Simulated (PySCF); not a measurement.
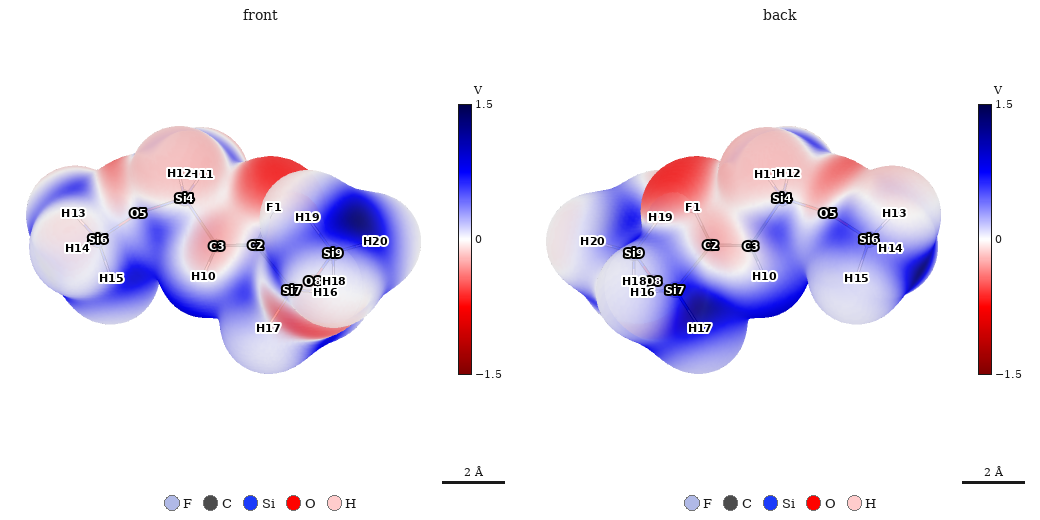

The picture shows: C₂H₁₁FO₂Si₄ (SMILES F/C(=C\[SiH2]O[SiH3])[SiH2]O[SiH3]). The molecular electrostatic potential painted on the density surface at 0.001 e/bohr³, seen from the front and from behind; the colour scale runs from red (negative) to blue (positive).

Geometry: GFN2-xTB.

Computed with PySCF 2.14.0, PBE0/pcSseg-1, SCF density, gas phase, non-relativistic.

Input file:

```
{"job": {"kind": "nmr", "xc": "PBE0", "basis": "pcSseg-1"}, "charge": 0, "multiplicity": 1}
F      1.112181    -0.967762    -1.377935
C      0.648728    -0.672436    -0.124352
C     -0.631315    -0.340866    -0.006284
Si    -1.839423    -0.247206    -1.448395
O     -3.287738     0.190306    -0.863247
Si    -4.507907     0.677429     0.076817
Si     1.991925    -0.785131     1.211610
O      3.287884     0.032457     0.704735
Si     4.356567     0.604903    -0.382807
H     -0.973444    -0.114695     0.992755
H     -2.038997    -1.559223    -2.063345
H     -1.456708     0.793296    -2.402383
H     -5.720828     0.260479    -0.621282
H     -4.407839     2.130756     0.203930
H     -4.368860     0.022882     1.378671
H      2.389050    -2.179149     1.401768
H      1.539089    -0.101368     2.417939
H      5.044044     1.661414     0.354537
H      3.620473     1.110166    -1.537832
H      5.237970    -0.505572    -0.737328
```

Command:

```sh
OMP_NUM_THREADS=1 python probes_run.py task.json out
```

Q: Which sites attract a positive test charge, and which a negative one?

A: A positive charge is drawn to the negative regions and a negative charge to the positive ones. The most negative region (about −0.6 V) lies over F1, the most positive (about +1.2 V) over Si6, Si7 and Si9.

Q: How polar is the molecule by this calculation?

A: Its dipole moment is 1.19 D.
